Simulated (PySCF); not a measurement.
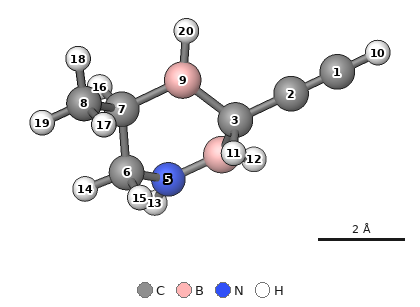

**Figure 1.** The input geometry (ball-and-stick view, seen at a tilt; atoms are numbered from 1 in the order of the input). Bond lengths as drawn: B–C 1.56 to 1.61 Å, B–H 1.17 Å, B–N 1.38 Å, C–C 1.20 to 1.54 Å, C–H 1.05 to 1.10 Å, C–N 1.45 Å and H–N 1.01 Å.

## NMR shielding calculation, with input and output: C$_{6}$H$_{11}$B$_{2}$N

- system: C$_{6}$H$_{11}$B$_{2}$N
- method: GIAO PBE0/pcSseg-1 NMR shielding, non-relativistic, gas phase (PySCF 2.14.0)

The geometry comes from this level: GFN2-xTB. It belongs to a series of runs on one base structure; here: H on C replaced by CH3. Figures and captions count atoms from 1; the log counts them from 0 in places.

### Log
```
coarse grid: 16576 points
cycle   1  E = -339.0967247704  dE =  1.164e+00  |g| = 5.021e-01  |ddm| = 4.151e+00
cycle   2  E = -339.1075990298  dE = -1.087e-02  |g| = 4.772e-01  |ddm| = 1.187e+00
cycle   3  E = -339.1646686571  dE = -5.707e-02  |g| = 6.645e-02  |ddm| = 5.247e-01
cycle   4  E = -339.1654056545  dE = -7.370e-04  |g| = 3.531e-02  |ddm| = 8.906e-02
cycle   5  E = -339.1656752013  dE = -2.695e-04  |g| = 1.048e-02  |ddm| = 3.449e-02
cycle   6  E = -339.1656960340  dE = -2.083e-05  |g| = 5.016e-03  |ddm| = 1.132e-02
cycle   7  E = -339.1657019326  dE = -5.899e-06  |g| = 1.318e-03  |ddm| = 4.854e-03
final grid: 159752 points
cycle   8  E = -339.2168212903  dE = -5.911e-05  |g| = 9.383e-03  |ddm| = 7.897e-02
cycle   9  E = -339.2168055732  dE =  1.572e-05  |g| = 1.229e-02  |ddm| = 2.184e-02
cycle  10  E = -339.2168425858  dE = -3.701e-05  |g| = 3.077e-03  |ddm| = 1.207e-02
cycle  11  E = -339.2168448644  dE = -2.279e-06  |g| = 4.563e-04  |ddm| = 2.432e-03
cycle  12  E = -339.2168449117  dE = -4.729e-08  |g| = 1.507e-04  |ddm| = 6.860e-04
cycle  13  E = -339.2168449171  dE = -5.316e-09  |g| = 4.444e-05  |ddm| = 1.869e-04
cycle  14  E = -339.2168449175  dE = -3.995e-10  |g| = 1.536e-05  |ddm| = 4.667e-05
```

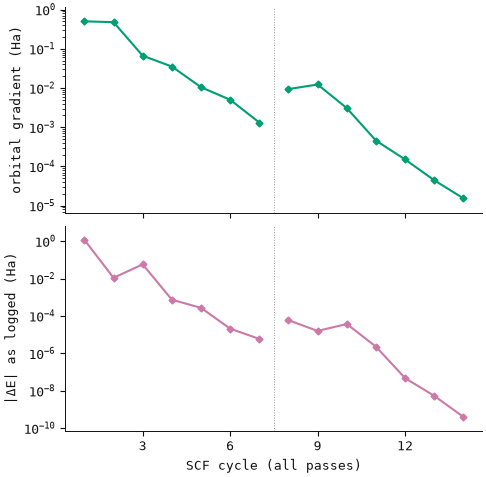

**Figure 2.** Convergence of the self-consistent field: orbital gradient and size of the energy change against the SCF cycle. The dotted line marks the change from a coarse to the final integration grid. The first 7 cycles use a coarse grid, the final grid takes over at cycle 8, and the field converges after 14 cycles in all.

```
converged SCF energy = -339.2168449175

GIAO shielding tensors (ppm)
atom      isotropic    diamagn.    paramagn.     s11        s22        s33       span
  0 C      116.633     258.418    -141.784     44.268     50.932    254.699    210.431
  1 C       93.535     249.200    -155.665    -15.690      1.764    294.531    310.221
  2 C      152.372     259.636    -107.264    119.723    156.247    181.146     61.423
  3 B       61.566     194.861    -133.295     29.374     46.097    109.226     79.852
  4 N      124.495     320.832    -196.337     14.164    151.759    207.561    193.396
  5 C      133.481     247.047    -113.566    108.798    131.134    160.512     51.714
  6 C      144.973     253.129    -108.157    127.872    141.868    165.178     37.306
  7 C      174.274     245.009     -70.735    162.330    172.144    188.349     26.020
  8 B       12.548     190.494    -177.946    -53.082    -21.343    112.069    165.152
  9 H       30.290      34.271      -3.982     24.993     25.353     40.522     15.529
 10 H       29.402      31.412      -2.010     22.492     32.455     33.259     10.767
 11 H       26.663      29.482      -2.820     25.149     26.941     27.898      2.749
 12 H       26.510      30.511      -4.000     20.554     26.148     32.829     12.276
 13 H       28.452      30.846      -2.394     23.720     29.010     32.626      8.906
 14 H       28.736      31.668      -2.933     24.412     28.985     32.810      8.398
 15 H       30.240      32.556      -2.316     25.708     29.536     35.475      9.767
 16 H       31.150      29.696       1.454     26.668     29.665     37.118     10.450
 17 H       30.196      28.507       1.688     25.531     27.699     37.357     11.826
 18 H       30.619      28.429       2.190     26.169     28.558     37.130     10.961
 19 H       23.911      30.584      -6.672     18.253     25.867     27.614      9.360
```

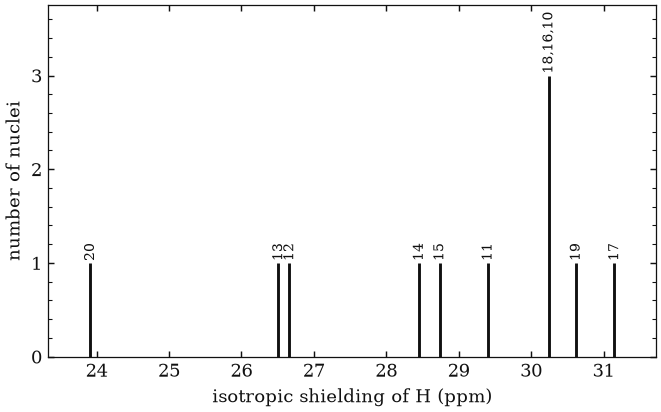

**Figure 3.** Isotropic shieldings of the hydrogen nuclei in this fixed geometry, labelled by atom number; shielding grows to the right, so chemical shift grows to the left. The least shielded is H20 (23.9 ppm), the most shielded H17 (31.2 ppm).

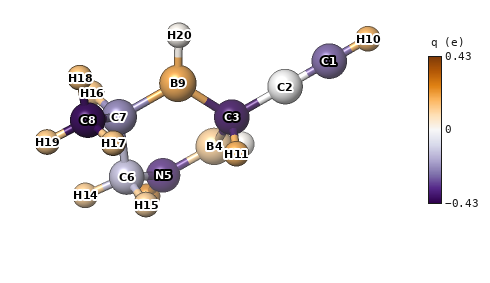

**Figure 4.** IAO charges, as the colour of each atom (ball-and-stick view, seen at a tilt; atoms are numbered from 1 in the order of the input). By element: C −0.41 to 0.00, B +0.13 to +0.21, N −0.36 and H +0.01 to +0.27 e.

This output came from the following input.

### The input
```
{"job": {"kind": "nmr", "xc": "PBE0", "basis": "pcSseg-1"}, "charge": 0, "multiplicity": 1}
C      3.956947     0.030905    -0.043981
C      2.775699    -0.094917     0.110318
C      1.352532    -0.251154     0.288416
B      0.755330    -1.674509    -0.161749
N     -0.606570    -1.813026     0.005625
C     -1.447560    -0.734207     0.494809
C     -1.131899     0.575462    -0.250933
C     -1.878787     1.745373     0.401114
B      0.433000     0.813680    -0.392196
H      4.990945     0.143122    -0.180129
H      1.139237    -0.221416     1.366366
H      1.400384    -2.547236    -0.597584
H     -1.102415    -2.660951    -0.217682
H     -2.501349    -1.002112     0.374752
H     -1.263629    -0.582717     1.567789
H     -1.529232     0.468586    -1.269733
H     -1.523808     1.903925     1.417569
H     -1.713915     2.660034    -0.162368
H     -2.949637     1.550209     0.440583
H      0.839578     1.701628    -1.038256
```

The first line tells a small driver script what to run in PySCF; the rest is the geometry in Å.

Run as:
```bash
OMP_NUM_THREADS=1 python <driver script> task.json out
```

### Summary

```csv
quantity,value
outcome,converged
total energy,−339.216845 hartree
HOMO,−6.98 eV
LUMO,−1.05 eV
dipole moment,3.26 D
"isotropic shielding, C",93.5 to 174.3 ppm
"isotropic shielding, B",12.5 to 61.6 ppm
"isotropic shielding, N",124.5 ppm
"isotropic shielding, H",23.9 to 31.2 ppm
hardware,"1 CPU thread, shared host"
wall time,72 s
peak memory,0.94 GiB
```
